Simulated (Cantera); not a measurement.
A closed system holds: 1 mol SiCl4, 0.26 mol CH4, 350 mol H2, held at 3800 Pa.

These are equilibrium values from Cantera (NASA tables, ideal gas, pure condensed phases), not measurements of a reactor. Candidate condensed phases: C, C6H6, C7H8, C8H18, Si, SiC; 109 gas species. Mutual solubility and eutectic melting of coexisting phases are not modelled. The tables' values for SiCl are old estimates; treat these amounts as uncertain. Gases not in the tables: Si2H6 and higher silanes. Rates play no part.

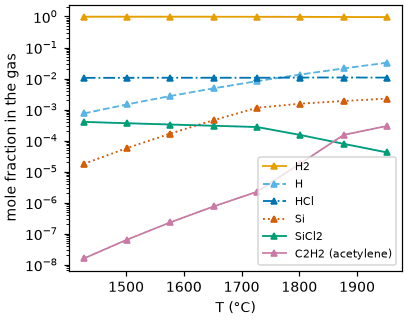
*Equilibrium gas composition (values under 1e-9 drawn at 1e-9)*

Problem. Read off the mole fractions at 1727 °C.

Solution. H2 about 0.98, HCl about 0.011, H about 0.0083, Si about 0.0011, SiCl2 about 0.00027, C2H2 (acetylene) about 2.3e-6.
